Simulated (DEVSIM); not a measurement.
Structure: Si p+/n-/n+ power diode, at 250 K.

```tsv
layer (left to right)	material	thickness (μm)	Nd (cm⁻³)	Na (cm⁻³)	τn (s)	τp (s)
1	Si	2.10	-	2.7e18	1.2e-5	1.2e-5
2	Si	42.0	6.6e15	-	1.2e-5	1.2e-5
3	Si	1.90	1.4e18	-	1.2e-5	1.2e-5
```

Left contact: ohmic. Right contact: ohmic. Voltage is applied to the left contact. Recombination: SRH at mid-gap. Mobility is μmin + (μ − μmin)/(1 + (N/Nref)^α).

The device is made up for the run: typed textbook-type constants, with dimensions and the other settings drawn at random. Values at 300 K; Nc and Nv go as T^1.5, mobilities as T to minus their exponent, the gap by Varshni's rule with the affinity fixed.

```tsv
parameter	Si
gap (eV)	1.124
affinity (eV)	4.05
permittivity	11.7
Nc (cm⁻³)	2.86e19
Nv (cm⁻³)	3.1e19
μn (cm²/Vs)	1417
μp (cm²/Vs)	470
μn,min	52
μp,min	45
Nref,n	9.7e16
Nref,p	2.2e17
αn	0.68
αp	0.72
T exponent of μn	2.3
T exponent of μp	2.2
Varshni α (eV/K)	0.000473
Varshni β (K)	636
```

Model (solved in DEVSIM): 1D drift-diffusion, Boltzmann statistics, complete ionisation; no tunnelling, impact ionisation, image-force lowering or self-heating.

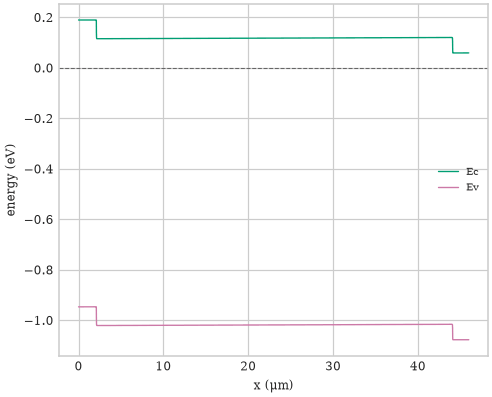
Fig. 1. Band edges at 0.9 V on the left contact

Energies count from the Fermi level of the right contact; mesh points crowd at the junctions.

| x (μm) | Ec (eV) | Ev (eV) | n (cm⁻³) | p (cm⁻³) | field (V/cm) |
|---|---|---|---|---|---|
| 0.000 | 0.189 | -0.947 | < 1e2 | 2.7e18 | ≈ 0 |
| 0.06003 | 0.189 | -0.947 | 8.5e13 | 2.7e18 | ≈ 0 |
| 0.2666 | 0.189 | -0.947 | 3.8e14 | 2.7e18 | ≈ 0 |
| 0.9777 | 0.189 | -0.947 | 1.4e15 | 2.7e18 | ≈ 0 |
| 1.898 | 0.190 | -0.947 | 2.7e15 | 2.7e18 | ≈ 0 |
| 2.059 | 0.190 | -0.947 | 2.9e15 | 2.7e18 | ≈ 0 |
| 2.107 | 0.137 | -0.999 | 3.3e16 | 2.4e17 | -26000 |
| 2.239 | 0.115 | -1.021 | 9.3e16 | 8.6e16 | ≈ 0 |
| 2.654 | 0.115 | -1.021 | 9.3e16 | 8.6e16 | ≈ 0 |
| 4.040 | 0.116 | -1.021 | 9.2e16 | 8.6e16 | ≈ 0 |
| 9.029 | 0.116 | -1.020 | 9.1e16 | 8.4e16 | ≈ 0 |
| 31.75 | 0.119 | -1.017 | 8.5e16 | 7.8e16 | ≈ 0 |
| 40.63 | 0.120 | -1.016 | 8.3e16 | 7.6e16 | ≈ 0 |
| 43.14 | 0.120 | -1.016 | 8.2e16 | 7.6e16 | ≈ 0 |
| 43.94 | 0.120 | -1.016 | 8.2e16 | 7.5e16 | ≈ 0 |
| 44.07 | 0.118 | -1.018 | 9.0e16 | 6.9e16 | -2000 |
| 44.11 | 0.059 | -1.077 | 1.4e18 | 4.4e15 | -970 |
| 44.21 | 0.059 | -1.077 | 1.4e18 | 4.2e15 | ≈ 0 |
| 44.74 | 0.059 | -1.077 | 1.4e18 | 2.9e15 | ≈ 0 |
| 45.60 | 0.059 | -1.077 | 1.4e18 | 9.2e14 | ≈ 0 |
| 45.90 | 0.059 | -1.077 | 1.4e18 | 2.3e14 | ≈ 0 |
| 46.00 | 0.059 | -1.077 | 1.4e18 | < 1e2 | ≈ 0 |
